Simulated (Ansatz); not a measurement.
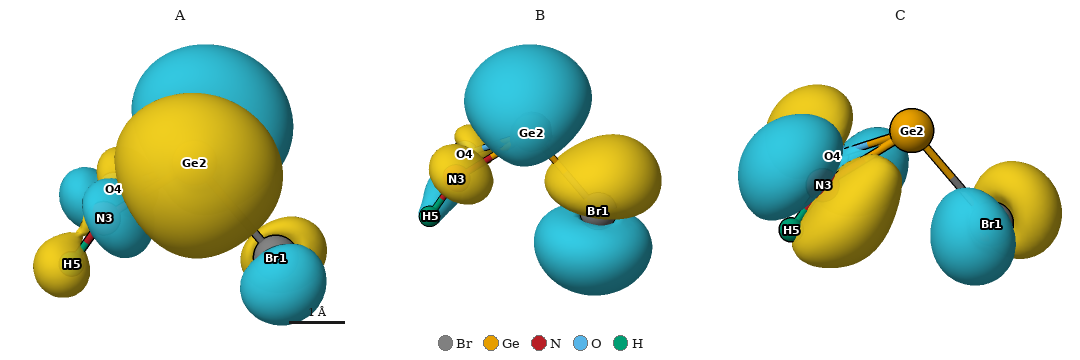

Figure 1: BrGeHNO (doublet). Three frontier orbitals at ±0.08 Å⁻³ᐟ² (yellow and cyan are the two phases), in no order.

Geometry: PBE0-D3(BJ)/def2-SVP.

These are results of isolated molecule in a Gaussian basis; Kohn-Sham density functional theory, functional PBE0 (Ansatz), not measurements.

```xyz
5

Br   -0.9207   -0.3255   -0.1210
Ge    0.4169   -1.1155    1.6714
N     2.0913   -0.2065    1.1590
O     2.1652   -1.3754    0.5930
H     2.6685    0.5210    0.7219
```

Question: Order the three orbitals by energy and name them. All are α orbitals.

Answer: B is the HOMO−1 (α) (−7.89 eV). By Hirshfeld shares it lies mainly on Br1 (about 55 %) and Ge2 (about 40 %). C is the HOMO (α) (−7.39 eV). Its weight (Hirshfeld) is mainly on N3 (about 45 %), O4 (about 35 %) and Br1 (about 10 %); π-antibonding (π*) across N3–O4. A is the LUMO (α) (−1.83 eV). Its weight (Hirshfeld) is mainly on Ge2 (about 75 %), Br1 (about 10 %) and O4 (about 10 %).

Question: What is the gap between the highest occupied and lowest empty α orbitals?

Answer: 5.56 eV between the orbital energies.
